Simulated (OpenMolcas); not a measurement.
**A workflow on AlClF (SMILES [F][Al][Cl])**

Wanted: the energy (ROHF/STO-3G), then a single-point energy (CASSCF(3,3)/STO-3G), then the energy (CASPT2(3,3)/STO-3G), then the energy (SC-NEVPT2(3,3)/STO-3G), then a single-point energy (MRCI(3,3)/STO-3G) of AlClF. 

Program for the calculation: OpenMolcas 26.06.

1 further run of the same task is left out (set aside as unsound or not needed).

## Step 1: Starting point

AlClF: 3 atoms, total charge 0, spin state doublet. As SMILES, `[F][Al][Cl]`. The Al2–Cl3 distance was set to 3.590 Å, away from the relaxed value. At this shape a bond of the SMILES string is far longer than usual.

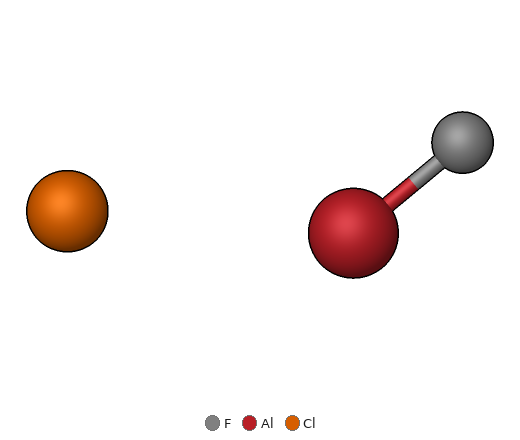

The structure, seen from a chosen angle (fluorine grey, aluminium red, chlorine orange).

## Step 2: A single-point energy at ROHF/STO-3G (run 1)

Input file step1.input:

```
* AlClF Hartree-Fock
&gateway
baslib = $CurrDir
coord
3
angstrom
F       -2.431258       1.471596      -1.181357
Al      -1.664098       0.020526      -0.908867
Cl       1.437120      -0.793970       0.706020
basis = STO-3G
group = NoSym
&seward
&scf
uhf
spin = 2
scramble = 0.25
prorbitals = 1 1
&rasscf
fileorb = $Project.UnaOrb
spin = 2
nactel = 1 0 0
inactive = 19
ras2 = 1
outorbitals = Canonical
orblisting = Nothing
```

The basis set STO-3G is read from a file made from the Basis Set Exchange's data (not shown).

Command:

```console
$ export MOLCAS_MEM=1860
$ pymolcas step1.input > step1.log
```

What it wrote (excerpt; [...] marks lines left out):

```text
--- Start Module: gateway ---
[...]
--- Stop Module: gateway /rc=_RC_ALL_IS_WELL_ ---
[...]
      Basis functions           23
[...]
--- Start Module: scf ---
[...]
       Convergence after  33 Iterations
[...]
::    Total SCF energy                               -791.5867747851
[...]
      Total spin, S                                     0.5020869666
[...]
--- Stop Module: scf /rc=_RC_ALL_IS_WELL_ ---
[...]
--- Start Module: rasscf ---
[...]
      Number of active orbitals                  1
[...]
      Spin quantum number                      0.5
[...]
      Active orbitals                            1
[...]
      Number of CSFs                             1
[...]
      Number of root(s) required                 1
[...]
      Convergence after 19 iterations
[...]
      printout of CI-coefficients larger than  0.05 for root  1
      energy=    -791.586588
      conf/sym  1     Coeff  Weight
             1  u   1.00000 1.00000
      Natural orbitals and occupation numbers for root  1
      sym 1:   1.000000
      ************************************************************************************************************************
      *                                                    Final results                                                     *
[...]
::    RASSCF root number  1 Total energy:   -791.58658845
[...]
      Total electronic charge=   39.000000
      Total            charge=   -0.000000
[...]
      Dipole Moment (debye):
      Origin of the operator (angstrom)=   -0.5045    0.0092   -0.2752
                   X= -2.3263E-01               Y= -9.9947E-01               Z= -2.2892E-01           Total=  1.0514E+00
      Quadrupole Moment (debye*angstrom):
[...]
--- Stop Module: rasscf /rc=_RC_ALL_IS_WELL_ ---
[...]
```

Run time: 5.1 s. Hardware: 1 thread of Arm Neoverse N1, shared host; peak memory 0.37 GiB.

## Step 3: The energy at CASSCF(3,3)/STO-3G (run 2)

Input file step2.inp:

```
&gateway
  baslib=$CurrDir
  coord
  3
  angstrom
  F       -2.431258       1.471596      -1.181357
  Al      -1.664098       0.020526      -0.908867
  Cl       1.437120      -0.793970       0.706020
  basis=STO-3G
  group=NoSym

&seward

&rasscf
  fileorb=$CurrDir/step1.RasOrb
  spin=2
  nactel=3 0 0
  inactive=18
  ras2=3
  orblisting=Nothing
```

The basis set STO-3G is read from a file made from the Basis Set Exchange's data (not shown).

Command:

```console
$ export MOLCAS_MEM=1860
$ pymolcas step2.inp > step2.log
```

What it wrote (excerpt; [...] marks lines left out):

```text
--- Start Module: gateway ---
[...]
--- Stop Module: gateway /rc=_RC_ALL_IS_WELL_ ---
--- Start Module: seward ---
[...]
      Basis functions           23
--- Stop Module: seward /rc=_RC_ALL_IS_WELL_ ---
[...]
--- Start Module: rasscf ---
[...]
      Number of active orbitals                  3
[...]
      Spin quantum number                      0.5
[...]
      Active orbitals                            3
[...]
      Number of CSFs                             8
[...]
      Number of root(s) required                 1
[...]
      Convergence after 18 iterations
[...]
      printout of CI-coefficients larger than  0.05 for root  1
      energy=    -791.598121
      conf/sym  111     Coeff  Weight
             1  2u0   0.99079 0.98167
             8  0u2   0.13186 0.01739
      Natural orbitals and occupation numbers for root  1
      sym 1:   1.964283   0.999091   0.036626
      ************************************************************************************************************************
      *                                                    Final results                                                     *
[...]
::    RASSCF root number  1 Total energy:   -791.59812130
[...]
      Total electronic charge=   39.000000
      Total            charge=   -0.000000
[...]
      Dipole Moment (debye):
      Origin of the operator (angstrom)=   -0.5045    0.0092   -0.2752
                   X=  1.5543E-02               Y= -1.1464E+00               Z= -1.0800E-01           Total=  1.1516E+00
      Quadrupole Moment (debye*angstrom):
[...]
--- Stop Module: rasscf /rc=_RC_ALL_IS_WELL_ ---
[...]
```

It took 3.3 s on 1 thread of Arm Neoverse N1, shared host; peak memory 0.37 GiB.

## Step 4: The energy at CASPT2(3,3)/STO-3G (run 3)

Input file step3.input:

```
* AlClF CASPT2

&GATEWAY
  BASLIB = $CurrDir
  COORD
  3
  angstrom
  F       -2.431258       1.471596      -1.181357
  Al      -1.664098       0.020526      -0.908867
  Cl       1.437120      -0.793970       0.706020
  BASIS = STO-3G
  GROUP = NoSym

&SEWARD

&RASSCF
  FILEORB = $CurrDir/step2.RasOrb
  SPIN = 2
  NACTEL = 3 0 0
  INACTIVE = 18
  RAS2 = 3
  ORBLISTING = Nothing

&CASPT2
  IMAGINARY = 0.1
  FROZEN = 11
```

The basis set STO-3G is read from a file made from the Basis Set Exchange's data (not shown).

Command:

```console
$ export MOLCAS_MEM=1860
$ pymolcas step3.input > step3.log
```

What it wrote (excerpt; [...] marks lines left out):

```text
--- Start Module: gateway ---
[...]
--- Stop Module: gateway /rc=_RC_ALL_IS_WELL_ ---
[...]
      Basis functions           23
[...]
--- Start Module: rasscf ---
[...]
      Number of active orbitals                  3
[...]
      Spin quantum number                      0.5
[...]
      Active orbitals                            3
[...]
      Number of CSFs                             8
[...]
      Number of root(s) required                 1
[...]
      Convergence after  4 iterations
[...]
      printout of CI-coefficients larger than  0.05 for root  1
      energy=    -791.598121
      conf/sym  111     Coeff  Weight
             1  2u0   0.99079 0.98167
             8  0u2   0.13186 0.01739
      Natural orbitals and occupation numbers for root  1
      sym 1:   1.964283   0.999091   0.036626
      ************************************************************************************************************************
      *                                                    Final results                                                     *
[...]
::    RASSCF root number  1 Total energy:   -791.59812130
[...]
      Total electronic charge=   39.000000
      Total            charge=   -0.000000
[...]
      Dipole Moment (debye):
      Origin of the operator (angstrom)=   -0.5045    0.0092   -0.2752
                   X=  1.5579E-02               Y= -1.1464E+00               Z= -1.0798E-01           Total=  1.1516E+00
      Quadrupole Moment (debye*angstrom):
[...]
--- Stop Module: rasscf /rc=_RC_ALL_IS_WELL_ ---
--- Start Module: caspt2 ---
[...]
 ###    WARNING: User changed nr of frozen orbitals.                         ###
 ###############################################################################
[...]
      E2 (Variational):          -0.0362736865
      Total energy:            -791.6343949892
[...]
      Reference weight:           0.97858
[...]
::    CASPT2 Root  1     Total energy:   -791.63439499
[...]
--- Stop Module: caspt2 /rc=_RC_ALL_IS_WELL_ ---
[...]
```

Wall time 2.8 s (1 thread of Arm Neoverse N1, shared host); peak memory 0.37 GiB.

## Step 5: A single-point energy at SC-NEVPT2(3,3)/STO-3G (run 4)

Input file step4.input:

```
&GATEWAY
 BasLib=$CurrDir
 Coord
 3
 angstrom
 F       -2.431258       1.471596      -1.181357
 Al      -1.664098       0.020526      -0.908867
 Cl       1.437120      -0.793970       0.706020
 Basis=STO-3G
 Group=NoSym

&SEWARD

&RASSCF
 FileOrb=$CurrDir/step2.RasOrb
 Spin=2
 Nactel=3 0 0
 Inactive=18
 Ras2=3
 OrbListing=Nothing

&CASPT2
 SC-NEVPT2
 Frozen=11
```

The basis set STO-3G is read from a file made from the Basis Set Exchange's data (not shown).

Command:

```console
$ export MOLCAS_MEM=1860
$ pymolcas step4.input > step4.log
```

What it wrote (excerpt; [...] marks lines left out):

```text
--- Start Module: gateway ---
[...]
--- Stop Module: gateway /rc=_RC_ALL_IS_WELL_ ---
[...]
      Basis functions           23
[...]
--- Start Module: rasscf ---
[...]
      Number of active orbitals                  3
[...]
      Spin quantum number                      0.5
[...]
      Active orbitals                            3
[...]
      Number of CSFs                             8
[...]
      Number of root(s) required                 1
[...]
      Convergence after  4 iterations
[...]
      printout of CI-coefficients larger than  0.05 for root  1
      energy=    -791.598121
      conf/sym  111     Coeff  Weight
             1  2u0   0.99079 0.98167
             8  0u2   0.13186 0.01739
      Natural orbitals and occupation numbers for root  1
      sym 1:   1.964283   0.999091   0.036626
      ************************************************************************************************************************
      *                                                    Final results                                                     *
[...]
::    RASSCF root number  1 Total energy:   -791.59812130
[...]
      Total electronic charge=   39.000000
      Total            charge=   -0.000000
[...]
      Dipole Moment (debye):
      Origin of the operator (angstrom)=   -0.5045    0.0092   -0.2752
                   X=  1.5579E-02               Y= -1.1464E+00               Z= -1.0798E-01           Total=  1.1516E+00
      Quadrupole Moment (debye*angstrom):
[...]
--- Stop Module: rasscf /rc=_RC_ALL_IS_WELL_ ---
--- Start Module: caspt2 ---
[...]
 ###    WARNING: User changed nr of frozen orbitals.                         ###
 ###############################################################################
[...]
      E2 (Variational):          -0.0336709212
[...]
      E2 (Variational):          -0.0336524958
      Total energy:            -791.6317737985
[...]
      Reference weight:           0.98157
[...]
::    SC-NEVPT2 Root  1     Total energy:   -791.63177380
[...]
--- Stop Module: caspt2 /rc=_RC_ALL_IS_WELL_ ---
[...]
```

It took 2.7 s on 1 thread of Arm Neoverse N1, shared host; peak memory 0.37 GiB.

## Step 6: A single-point energy at MRCI(3,3)/STO-3G (run 5)

Input file step5.input:

```
>>> EXPORT MOLCAS_PRINT=2

&GATEWAY
 BasLib=$CurrDir
 Coord
 3
 angstrom
 F       -2.431258       1.471596      -1.181357
 Al      -1.664098       0.020526      -0.908867
 Cl       1.437120      -0.793970       0.706020
 Basis=STO-3G
 Group=NoSym

&SEWARD

&RASSCF
 FileOrb=$CurrDir/step2.RasOrb
 Spin=2
 Nactel=3 0 0
 Inactive=18
 Ras2=3
 OrbListing=Nothing

&MOTRA
 LumOrb
 Frozen=11

&GUGA
 Electrons=17
 Spin=2
 Inactive=7
 Active=3
 CIAll=1

&MRCI
 SDCI
```

The basis set STO-3G is read from a file made from the Basis Set Exchange's data (not shown).

Command:

```console
$ export MOLCAS_MEM=1860
$ pymolcas step5.input > step5.log
```

What it wrote (excerpt; [...] marks lines left out):

```text
--- Start Module: gateway ---
[...]
--- Stop Module: gateway /rc=_RC_ALL_IS_WELL_ ---
[...]
      Basis functions           23
[...]
      Number of active orbitals                  3
[...]
      Spin quantum number                      0.5
[...]
      Active orbitals                            3
[...]
      Number of CSFs                             8
[...]
      Number of root(s) required                 1
[...]
      Convergence after  4 iterations
[...]
      printout of CI-coefficients larger than  0.05 for root  1
      energy=    -791.598121
      conf/sym  111     Coeff  Weight
             1  2u0   0.99079 0.98167
             8  0u2   0.13186 0.01739
      Natural orbitals and occupation numbers for root  1
      sym 1:   1.964283   0.999091   0.036626
      ************************************************************************************************************************
      *                                                    Final results                                                     *
[...]
::    RASSCF root number  1 Total energy:   -791.59812130
[...]
      Dipole Moment (debye):
      Origin of the operator (angstrom)=   -0.5045    0.0092   -0.2752
                   X=  1.5579E-02               Y= -1.1464E+00               Z= -1.0798E-01           Total=  1.1516E+00
      Quadrupole Moment (debye*angstrom):
[...]
      *** WARNING: Default frozen orbitals is overwritten by user input.
      *** Default values:   8
[...]
--- Start Module: guga ---
[...]
--- Stop Module: guga /rc=_RC_ALL_IS_WELL_ ---
--- Start Module: mrci ---
[...]
       (But an ACPF correction will be computed)
       USE THE DEFAULT ACPF G-VALUE GFAC=  0.11764705882352941
[...]
                      CI ENERGY:  -791.64322218
[...]
                ACPF CORRECTION:    -0.00197154
[...]
      Total electronic charge=   39.000000
      Total            charge=    0.000000
[...]
     ACPF CORRECTION:     -0.00197154
[...]
  CI State   1     Total energy:   -791.64322218     QDav:     -0.00224751     QACPF:     -0.00197154
[...]
--- Stop Module: mrci /rc=_RC_ALL_IS_WELL_ ---
[...]
```

Wall time 3.9 s (1 thread of Arm Neoverse N1, shared host); peak memory 0.37 GiB.

## Step 7: Summary of results

| quantity | value |
| --- | --- |
| run 1, ROHF/STO-3G: total energy | -791.58659 Eh |
| run 1, ROHF/STO-3G: dipole moment | 1.05 D |
| run 2, CASSCF(3,3)/STO-3G: total energy | -791.59812 Eh |
| run 2, CASSCF(3,3)/STO-3G: dipole moment (CASSCF density) | 1.15 D |
| run 3, CASPT2(3,3)/STO-3G: total energy | -791.63439 Eh |
| run 3, CASPT2(3,3)/STO-3G: dipole moment (CASSCF density) | 1.15 D |
| run 4, SC-NEVPT2(3,3)/STO-3G: total energy | -791.63177 Eh |
| run 4, SC-NEVPT2(3,3)/STO-3G: dipole moment (CASSCF density) | 1.15 D |
| run 5, MRCI(3,3)/STO-3G: total energy | -791.64322 Eh |
| run 5, MRCI(3,3)/STO-3G: dipole moment (CASSCF density) | 1.15 D |

**Reading.** Mulliken charges (run 1, ROHF/STO-3G) run from -0.43 on F1 to +0.48 on Al2; they depend strongly on the basis. Mulliken charges (run 2, CASSCF(3,3)/STO-3G) run from -0.43 on F1 to +0.47 on Al2; they depend strongly on the basis. Mulliken charges (run 4, SC-NEVPT2(3,3)/STO-3G) of the CASSCF density run from -0.43 on F1 to +0.47 on Al2; they depend strongly on the basis. Mulliken charges (run 5, MRCI(3,3)/STO-3G) of the CASSCF density run from -0.43 on F1 to +0.47 on Al2; they depend strongly on the basis.
